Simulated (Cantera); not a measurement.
Charge: 1 mol C₂H₄, 0.4 mol CO₂, held at 1.33 mbar.

Method: chemical equilibrium by Gibbs-energy minimisation in Cantera with the NASA 1993 tables (ideal gas, pure condensed phases). Candidate condensed phases: C, C₆H₆, C₇H₈, C₈H₁₈, H₂O; 110 gas species. The numbers say what is thermodynamically allowed, not how fast it happens.

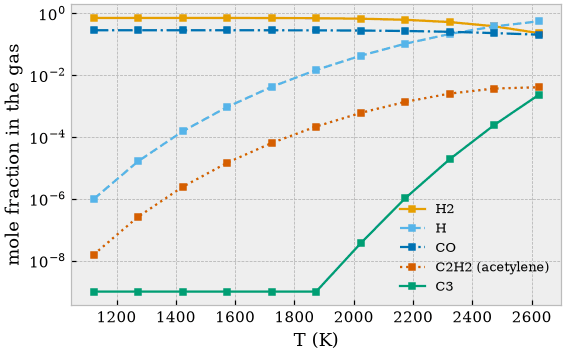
Figure. Equilibrium gas composition (values under 1e-9 drawn at 1e-9)

Q: Read off the mole fractions at 1723 K.

A: H₂ about 0.71, CO about 0.29, H about 0.0042, C₂H₂ (acetylene) about 6.4e-5.
